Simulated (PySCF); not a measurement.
# C₃H₁₁Ge₂N: electronic excitations at several levels of theory, part 2 of 2

PySCF 2.14.0. Atoms count from 0. Earlier steps stand in the parts before.

## (5) Excited states and response: LC-wPBE/def2-SVPD

Job settings and geometry (Å):

```
{"job": {"kind": "uv", "xc": "LC-wPBE", "basis": "def2-SVPD", "ip": true}, "charge": 0, "multiplicity": 1}
C     -1.175627    -0.137170    -1.628677
C     -1.525019    -0.196600    -0.338416
C     -2.830829    -0.756888     0.137914
Ge    -0.260308     0.475950     0.992668
N      1.315506     0.997692     0.215845
Ge     2.705500    -0.086303    -0.284116
H     -0.210353     0.274717    -1.941032
H     -1.840863    -0.501246    -2.421948
H     -2.673572    -1.611851     0.817465
H     -3.404372    -0.007703     0.710091
H     -3.459759    -1.098877    -0.699082
H      0.065171    -0.638803     2.009547
H     -0.858913     1.696947     1.725398
H      1.337285     1.946752    -0.143486
H      2.613410    -0.528559    -1.764204
H      2.640037    -1.329327     0.620073
H      4.033136     0.671785    -0.081585
```

Method: TDDFT LC-wPBE/def2-SVPD, vertical, gas phase, core orbitals frozen in the response.

What it wrote:

```text
coarse grid: 62688 points
cycle   1  E = -4328.3172691559  dE = -8.750e-01  |g| = 6.965e-01  |ddm| = 5.709e+00
cycle   2  E = -4328.3372504981  dE = -1.998e-02  |g| = 6.723e-01  |ddm| = 1.771e+00
cycle   3  E = -4328.3926792301  dE = -5.543e-02  |g| = 4.851e-02  |ddm| = 8.582e-01
cycle   4  E = -4328.3932959888  dE = -6.168e-04  |g| = 3.528e-02  |ddm| = 1.792e-01
cycle   5  E = -4328.3935526779  dE = -2.567e-04  |g| = 4.133e-03  |ddm| = 5.030e-02
cycle   6  E = -4328.3935590370  dE = -6.359e-06  |g| = 1.324e-03  |ddm| = 1.889e-02
final grid: 129784 points
cycle   7  E = -4328.3935277618  dE = -5.601e-07  |g| = 1.117e-03  |ddm| = 8.408e-03
cycle   8  E = -4328.3935278692  dE = -1.074e-07  |g| = 9.636e-04  |ddm| = 3.253e-03
cycle   9  E = -4328.3935281413  dE = -2.721e-07  |g| = 1.251e-04  |ddm| = 1.415e-03
cycle  10  E = -4328.3935281463  dE = -4.934e-09  |g| = 4.803e-05  |ddm| = 3.048e-04
cycle  11  E = -4328.3935281713  dE = -2.508e-08  |g| = 8.527e-06  |ddm| = 3.160e-04
cycle  12  E = -4328.3935281714  dE = -1.819e-11  |g| = 2.968e-06  |ddm| = 3.390e-05
converged SCF energy = -4328.3935281714

Static polarisability (au): isotropic 102.845, principal 85.492 106.130 116.912

Singlet excitations
state   eV       nm        f      main configurations
  1   6.3734    194.5   0.01023   H->L 0.45, H->L+1 0.35
  2   6.6219    187.2   0.00247   H->L+2 0.49, H-2->L+2 0.19, H->L+1 0.10
  3   7.2262    171.6   0.30094   H-1->L+2 0.57, H-1->L+1 0.27
  4   7.3979    167.6   0.06205   H->L 0.36, H->L+1 0.23, H->L+2 0.10
  5   7.7213    160.6   0.00466   H->L+3 0.29, H->L+5 0.27, H->L+1 0.10
  6   7.7240    160.5   0.00248   H-1->L 0.60, H-1->L+4 0.09, H-1->L+3 0.09
  7   7.9221    156.5   0.03110   H->L+3 0.23, H-2->L+2 0.15, H->L+4 0.09
  8   8.1473    152.2   0.00566   H->L+7 0.39, H-2->L+2 0.13
  9   8.1514    152.1   0.00659   H-1->L+3 0.26, H-1->L+1 0.23, H-1->L+2 0.22
 10   8.2200    150.8   0.00260   H-2->L+1 0.17, H->L+6 0.15, H->L+3 0.12

Triplet excitations (Tamm-Dancoff, eV): 4.1209 5.8794 6.0757 7.0352
Vertical ionisation energy (delta-SCF) = 9.0183 eV
```

Wall time 4.5 min (1 thread, shared host).

Key values: HOMO -9.63 eV, LUMO 1.88 eV; lowest singlet 6.37 eV.

## (6) Excited states and response: PBE0/6-31G*

Settings changed since step 5:

```diff
@@ -1,2 +1,2 @@
-{"job": {"kind": "uv", "xc": "LC-wPBE", "basis": "def2-SVPD", "ip": true}, "charge": 0, "multiplicity": 1}
+{"job": {"kind": "uv", "xc": "PBE0", "basis": "6-31G*"}, "charge": 0, "multiplicity": 1}
 C     -1.175627    -0.137170    -1.628677
```

With the program's defaults for keys left out, this is: TDDFT PBE0/6-31G*, vertical, gas phase, core orbitals frozen in the response.

What it wrote:

```text
coarse grid: 62688 points
cycle   1  E = -4328.2718057650  dE = -8.803e-01  |g| = 6.999e-01  |ddm| = 3.760e+00
cycle   2  E = -4328.1992560567  dE =  7.255e-02  |g| = 9.180e-01  |ddm| = 1.234e+00
cycle   3  E = -4328.3503055770  dE = -1.510e-01  |g| = 1.293e-01  |ddm| = 7.950e-01
cycle   4  E = -4328.3540513216  dE = -3.746e-03  |g| = 2.465e-02  |ddm| = 1.302e-01
cycle   5  E = -4328.3541631693  dE = -1.118e-04  |g| = 8.824e-03  |ddm| = 2.898e-02
cycle   6  E = -4328.3541798969  dE = -1.673e-05  |g| = 3.547e-03  |ddm| = 1.025e-02
cycle   7  E = -4328.3541831672  dE = -3.270e-06  |g| = 6.223e-04  |ddm| = 3.629e-03
final grid: 129784 points
cycle   8  E = -4328.3542696075  dE =  5.046e-08  |g| = 9.091e-04  |ddm| = 2.002e-03
cycle   9  E = -4328.3542692612  dE =  3.463e-07  |g| = 1.471e-03  |ddm| = 2.202e-03
cycle  10  E = -4328.3542698152  dE = -5.540e-07  |g| = 1.541e-04  |ddm| = 1.340e-03
cycle  11  E = -4328.3542698209  dE = -5.699e-09  |g| = 1.797e-05  |ddm| = 1.499e-04
cycle  12  E = -4328.3542698210  dE = -7.822e-11  |g| = 5.604e-06  |ddm| = 2.076e-05
converged SCF energy = -4328.3542698210

Static polarisability (au): isotropic 88.730, principal 68.693 93.246 104.251

Singlet excitations
state   eV       nm        f      main configurations
  1   5.6951    217.7   0.01872   H->L 0.84, H->L+1 0.14
  2   5.9266    209.2   0.00163   H->L+1 0.83, H->L 0.14
  3   6.6099    187.6   0.00215   H-1->L 0.83, H-1->L+1 0.14
  4   7.3043    169.7   0.01088   H->L+2 0.62, H-2->L+1 0.15, H->L+3 0.12
  5   7.3348    169.0   0.04956   H-2->L+1 0.46, H-2->L 0.26, H-1->L+1 0.14
  6   7.3502    168.7   0.13031   H-1->L+1 0.40, H->L+2 0.23, H-2->L+1 0.12
  7   7.4999    165.3   0.07838   H->L+3 0.64, H-1->L+1 0.14
  8   7.6432    162.2   0.00882   H->L+4 0.85
  9   7.7891    159.2   0.00313   H-1->L+2 0.82
 10   7.8412    158.1   0.02957   H->L+5 0.37, H-2->L 0.33

Triplet excitations (Tamm-Dancoff, eV): 4.2544 5.1930 5.6398 6.5638
```

Wall time 27 s (1 thread, shared host).

This run: HOMO -6.67 eV, LUMO 0.46 eV; lowest singlet 5.70 eV.

## (7) TDDFT and polarisability: PBE0/def2-SVP

Settings changed since step 6:

```diff
@@ -1,2 +1,2 @@
-{"job": {"kind": "uv", "xc": "PBE0", "basis": "6-31G*"}, "charge": 0, "multiplicity": 1}
+{"job": {"kind": "uv", "xc": "PBE0", "basis": "def2-SVP"}, "charge": 0, "multiplicity": 1}
 C     -1.175627    -0.137170    -1.628677
```

With the program's defaults for keys left out, this is: TDDFT PBE0/def2-SVP, vertical, gas phase, core orbitals frozen in the response.

What it wrote:

```text
coarse grid: 62688 points
cycle   1  E = -4328.2154678993  dE = -9.410e-01  |g| = 6.737e-01  |ddm| = 4.081e+00
cycle   2  E = -4328.1469146965  dE =  6.855e-02  |g| = 8.825e-01  |ddm| = 1.279e+00
cycle   3  E = -4328.2886652558  dE = -1.418e-01  |g| = 1.288e-01  |ddm| = 8.384e-01
cycle   4  E = -4328.2923817017  dE = -3.716e-03  |g| = 2.482e-02  |ddm| = 1.423e-01
cycle   5  E = -4328.2924952528  dE = -1.136e-04  |g| = 8.746e-03  |ddm| = 3.049e-02
cycle   6  E = -4328.2925121251  dE = -1.687e-05  |g| = 3.501e-03  |ddm| = 1.092e-02
cycle   7  E = -4328.2925153036  dE = -3.178e-06  |g| = 6.582e-04  |ddm| = 3.849e-03
final grid: 129784 points
cycle   8  E = -4328.2925652622  dE =  6.554e-08  |g| = 9.702e-04  |ddm| = 2.480e-03
cycle   9  E = -4328.2925648496  dE =  4.126e-07  |g| = 1.580e-03  |ddm| = 2.540e-03
cycle  10  E = -4328.2925655086  dE = -6.590e-07  |g| = 1.664e-04  |ddm| = 1.550e-03
cycle  11  E = -4328.2925655156  dE = -7.030e-09  |g| = 1.822e-05  |ddm| = 1.747e-04
cycle  12  E = -4328.2925655157  dE = -6.366e-11  |g| = 6.054e-06  |ddm| = 2.367e-05
converged SCF energy = -4328.2925655157

Static polarisability (au): isotropic 93.740, principal 74.034 98.363 108.822

Singlet excitations
state   eV       nm        f      main configurations
  1   5.7937    214.0   0.00185   H->L 0.97
  2   5.9451    208.5   0.01078   H->L+1 0.99
  3   6.8722    180.4   0.00144   H-1->L+1 0.98
  4   7.1606    173.1   0.00106   H-2->L 0.72, H->L+2 0.19
  5   7.2005    172.2   0.07443   H->L+2 0.41, H-1->L 0.36, H-2->L 0.14
  6   7.2525    171.0   0.20239   H-1->L 0.53, H->L+2 0.29
  7   7.5862    163.4   0.00280   H->L+3 0.82
  8   7.6698    161.7   0.03209   H->L+4 0.75
  9   7.8357    158.2   0.11102   H->L+5 0.80
 10   7.8881    157.2   0.00394   H-1->L+2 0.82, H-1->L+4 0.09

Triplet excitations (Tamm-Dancoff, eV): 4.2269 5.4383 5.5150 6.7772
```

Run time: 38 s. Hardware: 1 thread, shared host.

Key values: HOMO -6.83 eV, LUMO 0.17 eV; lowest singlet 5.79 eV.

## (8) Ultraviolet spectrum: PBE0/def2-TZVP

Settings changed since step 7:

```diff
@@ -1,2 +1,2 @@
-{"job": {"kind": "uv", "xc": "PBE0", "basis": "def2-SVP"}, "charge": 0, "multiplicity": 1}
+{"job": {"kind": "uv", "xc": "PBE0", "basis": "def2-TZVP"}, "charge": 0, "multiplicity": 1}
 C     -1.175627    -0.137170    -1.628677
```

Level: TDDFT PBE0/def2-TZVP, vertical, gas phase, core orbitals frozen in the response.

What it wrote:

```text
coarse grid: 62688 points
cycle   1  E = -4328.8907743485  dE = -8.751e-01  |g| = 1.017e+00  |ddm| = 3.065e+00
cycle   2  E = -4328.7852852836  dE =  1.055e-01  |g| = 1.304e+00  |ddm| = 1.272e+00
cycle   3  E = -4329.0005889699  dE = -2.153e-01  |g| = 1.670e-01  |ddm| = 8.649e-01
cycle   4  E = -4329.0062783723  dE = -5.689e-03  |g| = 3.605e-02  |ddm| = 1.440e-01
cycle   5  E = -4329.0065099543  dE = -2.316e-04  |g| = 1.058e-02  |ddm| = 3.458e-02
cycle   6  E = -4329.0065347430  dE = -2.479e-05  |g| = 3.964e-03  |ddm| = 9.906e-03
cycle   7  E = -4329.0065384619  dE = -3.719e-06  |g| = 9.563e-04  |ddm| = 3.069e-03
final grid: 129784 points
cycle   8  E = -4329.0065996113  dE =  2.621e-07  |g| = 1.588e-03  |ddm| = 5.682e-03
cycle   9  E = -4329.0065982412  dE =  1.370e-06  |g| = 2.809e-03  |ddm| = 2.847e-03
cycle  10  E = -4329.0066002660  dE = -2.025e-06  |g| = 1.990e-04  |ddm| = 1.773e-03
cycle  11  E = -4329.0066002760  dE = -1.000e-08  |g| = 3.289e-05  |ddm| = 1.700e-04
cycle  12  E = -4329.0066002762  dE = -1.828e-10  |g| = 9.076e-06  |ddm| = 3.200e-05
converged SCF energy = -4329.0066002762

Static polarisability (au): isotropic 103.717, principal 84.007 107.344 119.802

Singlet excitations
state   eV       nm        f      main configurations
  1   5.6832    218.2   0.00545   H->L 0.78, H->L+1 0.19
  2   5.7411    216.0   0.00736   H->L+1 0.79, H->L 0.19
  3   6.6021    187.8   0.00445   H-1->L+1 0.94
  4   6.8041    182.2   0.01309   H->L+2 0.92
  5   6.9711    177.9   0.25202   H-1->L 0.79
  6   7.0356    176.2   0.03075   H-2->L 0.84
  7   7.2530    170.9   0.00632   H->L+3 0.74, H->L+4 0.12
  8   7.3804    168.0   0.00302   H->L+4 0.67, H->L+3 0.09, H-1->L+2 0.08
  9   7.4305    166.9   0.00733   H-1->L+2 0.79, H-1->L+3 0.09
 10   7.4926    165.5   0.03327   H->L+5 0.84

Triplet excitations (Tamm-Dancoff, eV): 4.2091 5.2589 5.4167 6.5137
```

Run time: 85 s. Hardware: 1 thread, shared host.

Key values: HOMO -6.92 eV, LUMO -0.02 eV; lowest singlet 5.68 eV.

## (9) Comparing the runs: electronic excitations

Excitations and ground-state properties, with basis size and wall time:

```csv
run,lowest singlet (eV),brightest (eV),f,gap (eV),α (Å³),μ (D),functions,time
CAM-B3LYP/def2-SVPD,5.84,7.07,0.137,9.13,15.68,0.73,244,3.7 min
wB97X-D/def2-SVPD,5.96,7.05,0.241,10.48,15.67,0.74,244,3.4 min
LC-wPBE/def2-SVPD,6.37,7.23,0.301,11.51,15.24,0.72,244,4.5 min
PBE0/6-31G*,5.70,7.35,0.130,7.13,13.15,0.76,142,27 s
PBE0/def2-SVP,5.79,7.25,0.202,7.01,13.89,0.74,175,38 s
PBE0/def2-TZVP,5.68,6.97,0.252,6.90,15.37,0.77,286,85 s
```

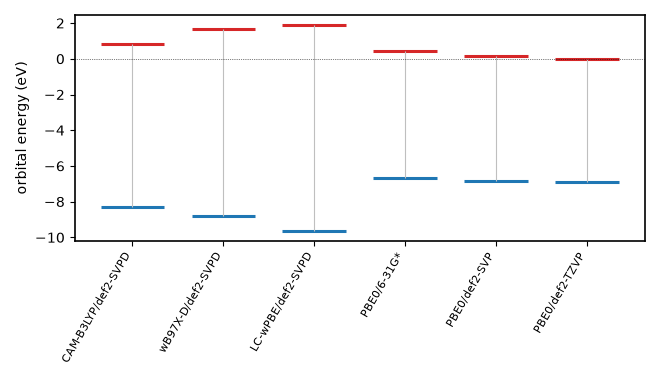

HOMO (blue) and LUMO (red) run by run.

## (10) Outcome

What follows sums up all 2 parts.

| quantity | value |
| --- | --- |
| point group | C1 |
| rotational constants (main isotopes) | 2.97, 0.69, 0.60 GHz |
| lowest singlet (CAM-B3LYP/def2-SVPD) | 5.84 eV (212 nm), f = 0.008 |
| brightest single state of those computed | state 6, 7.07 eV, f = 0.137 |
| lowest triplet | 4.25 eV |
| vertical ionisation energy (ΔSCF) | 8.85 eV |
| range of the lowest singlet | 5.68 to 6.37 eV |

Single values in the summary come from the first run of each kind that ended normally (CAM-B3LYP/def2-SVPD), which need not be the best level. Relaxing lowered the energy by 0.153 eV in 7 steps; the close pair that moved most is Ge5–H15, from 1.491 to 1.538 Å. No frequency check was run at this level, so the end point may be a saddle. The first singlet state (HOMO→LUMO 0.81, HOMO→LUMO+2 0.08) lies at 5.84 eV and is weak; of the 10 states computed, the strongest absorption comes from state 6 at 7.07 eV. The lowest triplet lies 1.59 eV below the lowest singlet (triplets in Tamm-Dancoff, singlets in full TDDFT). The orbital energy would give 8.30 eV for ionisation, ΔSCF gives 8.85 eV. The lowest singlet runs from 5.68 eV (PBE0/def2-TZVP) to 6.37 eV (LC-wPBE/def2-SVPD), while the orbital gap spans 6.90 to 11.51 eV. The lowest state need not be the same one in every run.
